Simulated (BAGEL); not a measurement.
**CH4ClSi (SMILES [CH2][SiH2]Cl): ROHF/def2-SVPD (density fitting with qzvpp-jkfit)**

What is the energy change on altering one bond length of CH4ClSi at ROHF/def2-SVPD (density fitting with qzvpp-jkfit)? 

The results are computed with BAGEL 1.2.2.

3 further runs of the same task are left out: 1 that didn't finish, 2 set aside as unsound or not needed.

### Step 1. The system as given

The species is CH4ClSi (7 atoms), meant as a doublet with charge 0. As SMILES, `[CH2][SiH2]Cl`. The coordinates come from a PBE0-D4/def2-TZVP relaxation. This is one conformer, not always the lowest.

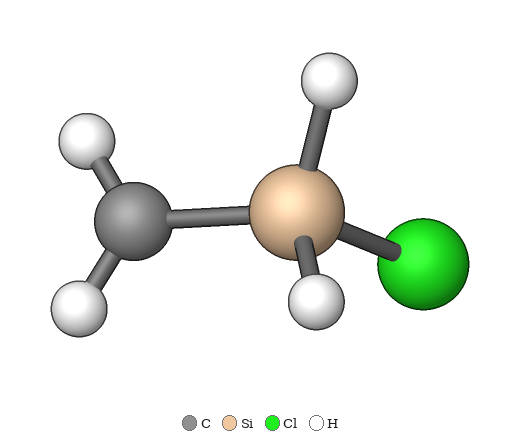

The structure, seen from a chosen angle (carbon grey, silicon light orange, chlorine green, hydrogen white).

### Step 2. The energy at ROHF/def2-SVPD (density fitting with qzvpp-jkfit)

input.json reads:

```json
{ "bagel": [

{
  "title": "molecule",
  "basis": "def2-svpd.json",
  "df_basis": "qzvpp-jkfit",
  "angstrom": "true",
  "geometry": [
    { "atom": "C", "xyz": [   -0.956100,    0.088100,   -0.602700 ] },
    { "atom": "Si", "xyz": [    0.657000,    0.049300,    0.264700 ] },
    { "atom": "Cl", "xyz": [    0.631500,   -1.390200,    1.747300 ] },
    { "atom": "H", "xyz": [   -1.161100,   -0.521500,   -1.476700 ] },
    { "atom": "H", "xyz": [   -1.796100,    0.671900,   -0.240300 ] },
    { "atom": "H", "xyz": [    0.934800,    1.344000,    0.929100 ] },
    { "atom": "H", "xyz": [    1.751200,   -0.309700,   -0.667000 ] }
  ]
},
{
  "title": "rohf",
  "nopen": 1
},
{
  "title": "print",
  "file": "orbitals.molden",
  "orbitals": "true"
}

]}
```

The basis set def2-SVPD is read from a file made from the Basis Set Exchange's data (not shown).

Run with:

```sh
$ BAGEL_NUM_THREADS=1 BAGEL input.json > input.out
```

Standard output:

```text
* using 1 threads per process

  ===============================================================
  ===============================================================

  *** Geometry ***

  { "atom" : "C", "xyz" : [     -1.806767,      0.166485,     -1.138938 ] },
  { "atom" : "Si", "xyz" : [      1.241550,      0.093163,      0.500211 ] },
  { "atom" : "Cl", "xyz" : [      1.193362,     -2.627097,      3.301918 ] },
  { "atom" : "H", "xyz" : [     -2.194161,     -0.985492,     -2.790559 ] },
  { "atom" : "H", "xyz" : [     -3.394137,      1.269707,     -0.454101 ] },
  { "atom" : "H", "xyz" : [      1.766516,      2.539792,      1.755745 ] },
  { "atom" : "H", "xyz" : [      3.309288,     -0.585248,     -1.260447 ] },

  Number of auxiliary basis functions:      403

  Since a DF basis is specified, we compute 2- and 3-index integrals:
    o Being stored without compression. Storage requirement is 0.034 GB

  Number of basis functions:      103
  Number of electrons      :       41

    * METHOD: MOLECULE                             0.17

  *** Open-shell HF ***

  === Nuclear Repulsion ===
   138.1738606608

      * DIIS with orbital gradients will be used.

  === ROHF iteration (def2-svpd.json) ===
      0       -788.29206084          0.02025853           0.12
      1       -788.37186404          0.00740578           0.12
      2       -788.38119104          0.00257141           0.12
      3       -788.38249202          0.00070374           0.12
      4       -788.38262660          0.00011514           0.13
      5       -788.38264298          0.00005675           0.12
      6       -788.38264533          0.00001868           0.12
      7       -788.38264591          0.00000977           0.13
      8       -788.38264604          0.00000385           0.13
      9       -788.38264605          0.00000160           0.12
     10       -788.38264603          0.00000058           0.12
     11       -788.38264602          0.00000023           0.12
     12       -788.38264602          0.00000011           0.12
     13       -788.38264602          0.00000005           0.12
     14       -788.38264602          0.00000002           0.12
     15       -788.38264602          0.00000001           0.12
    * SCF iteration converged.

    * S^2 (ROHF) is 0.7500

    * Permanent dipole moment:
           (    0.288191,    -0.447962,     0.614881) a.u.

    * METHOD: ROHF                                 2.14

    * METHOD: PRINT                                0.02

  ===============================================================
```

It took 2.5 s on 1 thread of Arm Neoverse V1, shared host; peak memory 0.12 GiB.

### Step 3. The distorted shape at the same level

input.json reads:

```json
{ "bagel": [

{
  "title": "molecule",
  "basis": "def2-svpd.json",
  "df_basis": "qzvpp-jkfit",
  "angstrom": true,
  "geometry": [
    { "atom": "C", "xyz": [   -0.925351,    0.179538,   -0.471602 ] },
    { "atom": "Si", "xyz": [    0.687749,    0.140738,    0.395798 ] },
    { "atom": "Cl", "xyz": [    0.662249,   -1.298762,    1.878398 ] },
    { "atom": "H", "xyz": [   -1.161100,   -0.521500,   -1.476700 ] },
    { "atom": "H", "xyz": [   -1.765351,    0.763338,   -0.109202 ] },
    { "atom": "H", "xyz": [    0.965549,    1.435438,    1.060198 ] },
    { "atom": "H", "xyz": [    1.781949,   -0.218262,   -0.535902 ] }
  ]
},
{ "title": "rohf", "nopen": 1 },
{ "title": "print", "file": "orbitals.molden", "orbitals": true }

]}
```

The basis set def2-SVPD is read from a file made from the Basis Set Exchange's data (not shown).

Run with:

```sh
$ BAGEL_NUM_THREADS=1 BAGEL input.json > input.out
```

Standard output:

```text
* using 1 threads per process

  ===============================================================
  ===============================================================

  *** Geometry ***

  { "atom" : "C", "xyz" : [     -1.748660,      0.339278,     -0.891199 ] },
  { "atom" : "Si", "xyz" : [      1.299657,      0.265956,      0.747950 ] },
  { "atom" : "Cl", "xyz" : [      1.251469,     -2.454304,      3.549658 ] },
  { "atom" : "H", "xyz" : [     -2.194161,     -0.985492,     -2.790559 ] },
  { "atom" : "H", "xyz" : [     -3.336030,      1.442500,     -0.206362 ] },
  { "atom" : "H", "xyz" : [      1.824623,      2.712585,      2.003484 ] },
  { "atom" : "H", "xyz" : [      3.367396,     -0.412455,     -1.012708 ] },

  Number of auxiliary basis functions:      403

  Since a DF basis is specified, we compute 2- and 3-index integrals:
    o Being stored without compression. Storage requirement is 0.034 GB

  Number of basis functions:      103
  Number of electrons      :       41

    * METHOD: MOLECULE                             0.19

  *** Open-shell HF ***

  === Nuclear Repulsion ===
   137.5571367005

      * DIIS with orbital gradients will be used.

  === ROHF iteration (def2-svpd.json) ===
      0       -788.28069331          0.01935520           0.14
      1       -788.35787813          0.00709611           0.13
      2       -788.36702575          0.00251317           0.13
      3       -788.36833401          0.00072081           0.13
      4       -788.36849014          0.00012274           0.13
      5       -788.36850891          0.00005783           0.13
      6       -788.36851163          0.00001778           0.16
      7       -788.36851225          0.00000936           0.17
      8       -788.36851238          0.00000380           0.16
      9       -788.36851240          0.00000157           0.16
     10       -788.36851238          0.00000057           0.16
     11       -788.36851238          0.00000022           0.15
     12       -788.36851237          0.00000011           0.14
     13       -788.36851237          0.00000006           0.14
     14       -788.36851237          0.00000003           0.14
     15       -788.36851237          0.00000001           0.15
    * SCF iteration converged.

    * S^2 (ROHF) is 0.7500

    * Permanent dipole moment:
           (    0.277207,    -0.457497,     0.594526) a.u.

    * METHOD: ROHF                                 2.50

    * METHOD: PRINT                                0.03

  ===============================================================
```

Run time: 2.9 s. Hardware: 1 thread of Arm Neoverse V1, shared host; peak memory 0.12 GiB.

### Step 4. Outcome

Level: ROHF/def2-SVPD (density fitting with qzvpp-jkfit).

```
                                                         quantity          value
                                        first shape: total energy  -788.38265 Eh
                                       first shape: dipole moment         2.07 D
                                                first shape: ⟨S²⟩          0.750
                                    distorted shape: total energy  -788.36851 Eh
                                   distorted shape: dipole moment         2.03 D
                                            distorted shape: ⟨S²⟩          0.750
energy change with the C1–H4 bond stretched from 1.085 to 1.248 Å       0.385 eV
```

**Reading.** With the C1–H4 bond stretched from 1.085 to 1.248 Å the energy rises by 0.38 eV (37.1 kJ/mol). The first shape isn't relaxed at this level, so the change isn't measured from a minimum.
